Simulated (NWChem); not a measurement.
# doublet [N2]+ at 6 levels

Aim: a comparison of 6 runs (UM06-L/def2-TZVPPD, UB3LYP/def2-TZVPPD, UBHLYP/def2-TZVPPD, UM06-2X/def2-TZVPPD, UPBE/def2-TZVPPD, UTPSS/def2-TZVPPD) of doublet [N2]+. 

Program for the calculation: NWChem 7.3.0.

### 1 The structure to begin with

[N2]+: 2 atoms, total charge +1, spin state doublet. SMILES of the parent species: `N#N`. Geometry: relaxed at PBE0-D4/def2-TZVP. That shape belongs to the parent species and isn't relaxed for this state.

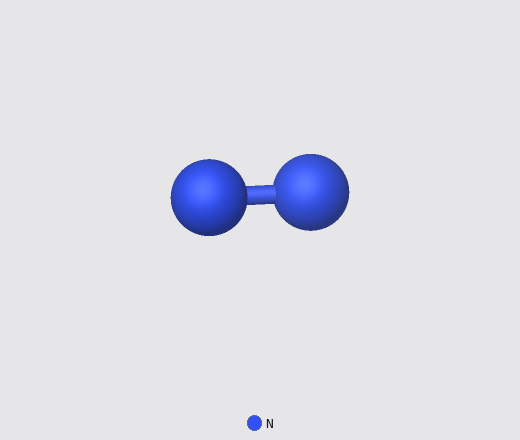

Viewed from a chosen angle; nitrogen blue.

### 2 A single-point energy at UM06-L/def2-TZVPPD (run 1)

Input file calc.xyz:

```xyz
2
N2
N      0.465500    -0.150300     0.239800
N     -0.465500     0.150300    -0.239800
```

Input file calc.nw:

```
start calc
title "N2"
memory stack 880 mb heap 220 mb global 1100 mb
charge 1

geometry units angstroms noautosym nocenter noautoz
  load format xyz calc.xyz
end

basis spherical bse
  * library def2-TZVPPD
end

dft
  xc m06-l
  mult 2
  grid xfine
  convergence energy 1e-08
  iterations 100
  mulliken
  print low
end

task dft energy
```

Command:

```bash
$ nwchem calc.nw > calc.out
```

Standard output:

```text
[...]
 d= 0,ls=0.0,diis     1   -108.9789756461 -1.33D+02  5.28D-03  9.22D-02     1.2
[...]
 d= 0,ls=0.0,diis     9   -108.9943604592 -4.18D-11  5.77D-08  1.16D-12    10.1
[...]
         Total DFT energy =     -108.994360459231
      One electron energy =     -188.764802106390
           Coulomb energy =       69.295661096016
    Exchange-Corr. energy =      -13.323562942079
 Nuclear repulsion energy =       23.798343493223
[...]
      Total Density - Mulliken Population Analysis
     ---------------------------------------------
    Atom       Charge   Shell Charges
 -----------   ------   -------------------------------------------------------
    1 N    7     6.50   0.82  1.15  0.67  0.87  0.24 -0.00  1.33  1.25  0.09  0.02  0.05 -0.00  0.01
    2 N    7     6.50   0.82  1.15  0.67  0.87  0.24 -0.00  1.33  1.25  0.09  0.02  0.05 -0.00  0.01
[...]
      <S2> =      0.7538 (Exact =     0.7500)
[...]
```

It took 11 s on 1 thread of Intel Xeon 6975P-C (Granite Rapids), shared host; peak memory 0.11 GiB.

### 3 The energy at UB3LYP/def2-TZVPPD (run 2)

Input file a.nw:

```
start a
title "N2 energy"
memory total 2200 mb
charge 1

geometry units bohr noautosym nocenter noautoz
 N      0.87966751    -0.28402584     0.45315632
 N     -0.87966751     0.28402584    -0.45315632
end

basis "ao basis" spherical bse
 * library def2-TZVPPD
end

dft
 xc b3lyp
 mult 2
 grid xfine
 convergence energy 1e-08
 iterations 100
 mulliken
end

task dft
```

Command:

```bash
$ nwchem a.nw > a.out
```

Standard output:

```text
[...]
          Wavefunction type:  spin polarized.
          No. of atoms     :     2
          No. of electrons :    13
[...]
          Charge           :     1
          Spin multiplicity:     2
[...]
          AO basis - number of functions:    74
[...]
              XC Information
              --------------
                         B3LYP Method XC Potential
                     Hartree-Fock (Exact) Exchange  0.200
                        Slater Exchange Functional  0.800 local
                    Becke 1988 Exchange Functional  0.720 non-local
              Lee-Yang-Parr Correlation Functional  0.810
                  VWN I RPA Correlation Functional  0.190 local
[...]
 d= 0,ls=0.0,diis     1   -108.9749286909 -1.33D+02  4.55D-03  1.15D-01     1.0
[...]
 d= 0,ls=0.0,diis     7   -108.9915213024  3.00D-09  3.27D-07  1.20D-08     6.2
[...]
         Total DFT energy =     -108.991521302366
      One electron energy =     -188.696830102043
           Coulomb energy =       69.205864647751
    Exchange-Corr. energy =      -13.298897673567
 Nuclear repulsion energy =       23.798341825492
[...]
      Total Density - Mulliken Population Analysis
     ---------------------------------------------
    Atom       Charge   Shell Charges
 -----------   ------   -------------------------------------------------------
    1 N    7     6.50   0.82  1.15  0.69  0.80  0.21 -0.01  1.36  1.18  0.21  0.02  0.05  0.00  0.01
    2 N    7     6.50   0.82  1.15  0.69  0.80  0.21 -0.01  1.36  1.18  0.21  0.02  0.05  0.00  0.01
[...]
      <S2> =      0.7538 (Exact =     0.7500)
[...]
```

Wall time 6.9 s (1 thread of Intel Xeon 6975P-C (Granite Rapids), shared host); peak memory 0.11 GiB.

Runs 3 to 5 aren't shown in full; the table further down has their settings and results.

### 4 The energy at UTPSS/def2-TZVPPD (run 6)

Input file m1.nw:

```
START m1
memory total 2200 mb
charge 1
GEOMETRY noautosym nocenter noautoz
  N      0.465500    -0.150300     0.239800
  N     -0.465500     0.150300    -0.239800
END
BASIS spherical bse
  * library def2-TZVPPD
END
DFT
  xc xtpss03 ctpss03
  mult 2
  grid xfine
  convergence energy 1e-08
  maxiter 100
  mulliken
  noprint "final vectors analysis"
END
TASK dft energy
```

Command:

```bash
$ nwchem m1.nw > m1.out
```

Standard output:

```text
[...]
          Wavefunction type:  spin polarized.
          No. of atoms     :     2
          No. of electrons :    13
[...]
          Charge           :     1
          Spin multiplicity:     2
[...]
          AO basis - number of functions:    74
[...]
              XC Information
              --------------
                  TPSS metaGGA Exchange Functional  1.000
             TPSS03 metaGGA Correlation Functional  1.000
[...]
 d= 0,ls=0.0,diis     1   -109.0072680988 -1.33D+02  6.13D-03  9.45D-02     1.2
[...]
 d= 0,ls=0.0,diis     9   -109.0226601941  5.68D-13  8.46D-10  7.16D-15    10.3
[...]
         Total DFT energy =     -109.022660194114
      One electron energy =     -188.748431648176
           Coulomb energy =       69.271096021753
    Exchange-Corr. energy =      -13.343668060914
 Nuclear repulsion energy =       23.798343493223
[...]
      Total Density - Mulliken Population Analysis
     ---------------------------------------------
    Atom       Charge   Shell Charges
 -----------   ------   -------------------------------------------------------
    1 N    7     6.50   0.82  1.15  0.68  0.83  0.12 -0.00  1.36  1.22  0.24  0.02  0.05  0.01  0.01
    2 N    7     6.50   0.82  1.15  0.68  0.83  0.12 -0.00  1.36  1.22  0.24  0.02  0.05  0.01  0.01
[...]
      <S2> =      0.7532 (Exact =     0.7500)
[...]
```

It took 11 s on 1 thread of Intel Xeon 6975P-C (Granite Rapids), shared host; peak memory 0.11 GiB.

### 5 The series

```
run                level  energy (Eh)   ⟨S²⟩  wall time
  1   UM06-L/def2-TZVPPD  -108.994360  0.754       11 s
  2   UB3LYP/def2-TZVPPD  -108.991521  0.754      6.9 s
  3   UBHLYP/def2-TZVPPD  -108.921556  0.757      6.6 s
  4  UM06-2X/def2-TZVPPD  -108.945451  0.753      8.7 s
  5     UPBE/def2-TZVPPD  -108.886402  0.752      8.4 s
  6    UTPSS/def2-TZVPPD  -109.022660  0.753       11 s
```

### 6 Summary of results

| quantity | value |
| --- | --- |
| run 6: total energy | -109.02266 Eh |
| run 6: ⟨S²⟩ | 0.753 |

What this shows: Totals of different functionals can't be ranked against each other. All runs together took 53 s, the longest 11 s.
